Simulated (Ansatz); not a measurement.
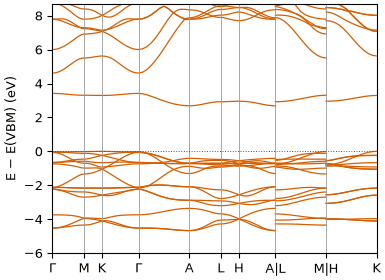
Fig. 1. Band structure from LDA in the plane-wave PAW code Ansatz

### Question
Read off the gap and where the band edges lie.

### Answer
About 2.7 eV (2.69 eV by a search for the band edges); maximum at K, minimum at A.

The material is Sr₂H₃NO₆ in space group P-62m (No. 189; Pearson symbol hP12).

The workflow started from a Materials Project entry (that database holds measured and hypothetical structures alike); the Crystallography Open Database files this formula in space group No. 189, but the cells were not matched. Its standing as an ambient phase is unchecked. Symmetry was held in the LDA relaxation. At this level the phase is dynamically unstable (imaginary phonons). Scalar-relativistic: spin–orbit coupling is off unless named, which matters more the heavier the elements.

Potentials: the later of the program's two PAW sets.
